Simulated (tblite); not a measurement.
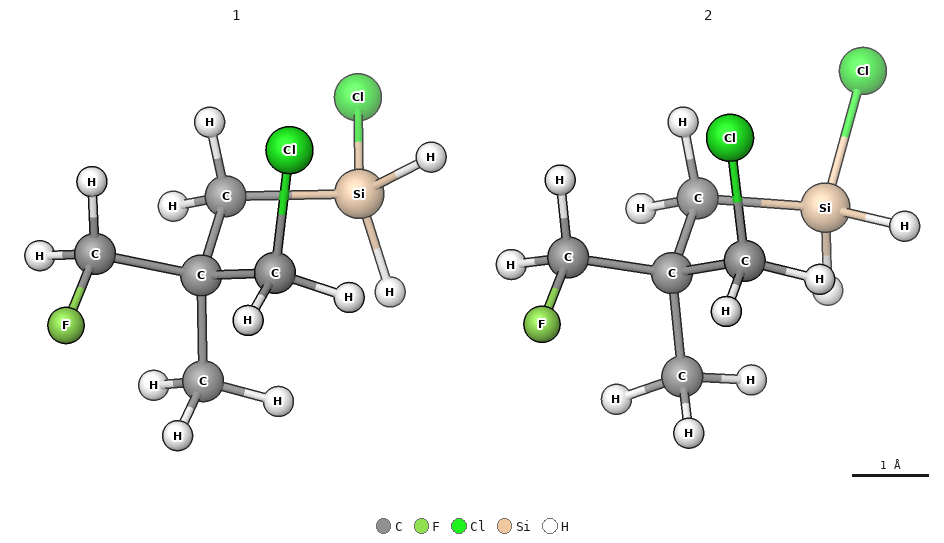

Two geometries of C5H11Cl2FSi, drawn at one scale. One is the start of a relaxation, the other its converged end. Style: ball-and-stick. Shown from a free direction.

Computed with GFN2-xTB geometry optimisation, gas phase (tblite). 

### Which geometry has the lower energy?

Structure 1 is the relaxed one. The largest move after the best rigid fit is that of an H atom, 0.92 Å. Largest moves by element: H 0.92 Å, Cl 0.82 Å, Si 0.20 Å, C 0.16 Å, F 0.08 Å. Some distances before and after: Cl–Si 2.106 → 2.017 Å, C–Si 1.840 → 1.908 Å, C–C 1.495 → 1.537 Å, C–H 1.132 → 1.094 Å. Bond angles that change, for instance: Cl–C–H 115.1° → 106.8°, C–C–Cl 107.0° → 112.4°, C–C–C 111.8° → 107.9°. Groups turn about C–Si by about 30°, C–C by about 20°. The energy falls by 12.7 kcal/mol in 141 geometry steps. Cost: 2.5 s on 1 thread of Arm Neoverse N1 (shared host).
